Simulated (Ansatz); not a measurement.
# Gate voltage at the highest density: VSi2P4 monolayer

A layer charged from two gates alike needs a voltage that grows with the carrier density; the slope is e over the total capacitance.

**Method.** Ansatz 0.2.0, plane waves with PAW datasets (its set soft_2), PBEsol-D3(BJ); isolated slab, charged sheets 5 Å from the outer atoms behind model barriers, atoms held, Fermi-Dirac smearing of 0.05 eV. The voltage is that of the gates (their mean) against the layer's Fermi level, from the uncharged case, which has no gap over 0.05 eV.

```
  run  added electrons (10¹³ per cm²)  gate voltage (V)
run 1                            1.00              0.37
run 2                            3.00              1.10
run 3                           10.00                 ?
```

Q: Estimate the withheld value from the rows shown.

Two rows fix a line: slope = (1.10 − 0.37) / (3.00 − 1.00) = 0.3650, intercept 0.0050. The capacitance is 1.602/0.3650 = 4.39 µF/cm², against 3.54 µF/cm² for plates 5 Å apart in vacuum on both sides; it is the larger, as where the added charge has its centre outside the outer atoms (not examined here). At 10.00 it gives 0.3650 × 10.00 + 0.0050 = 3.66 V, beyond the rows fitted. Rounding of the rows alone allows about ±0.040 V there; two rows can't show whether the line holds.

The run itself gives 3.63 V: a miss of −0.03 V, or 0.8 % of the value. The capacitance rises a little towards the highest density.

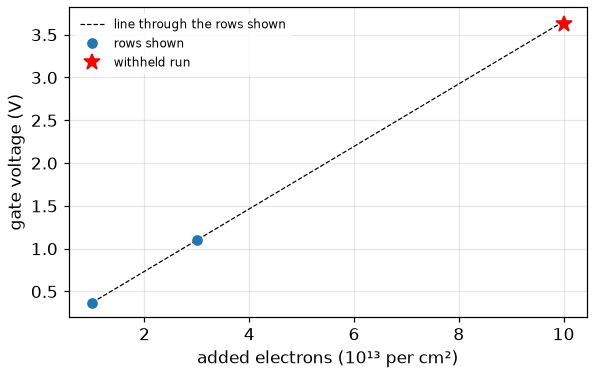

The fit and the withheld run.

**Limits.** The gates are model sheets, not atoms, and low densities sample few k-points.

[Logs are printed without paths, hosts, clocks, repeated set-up lines and the standing remarks that a program may print on its own settings, such as how far it seeks lower states.]
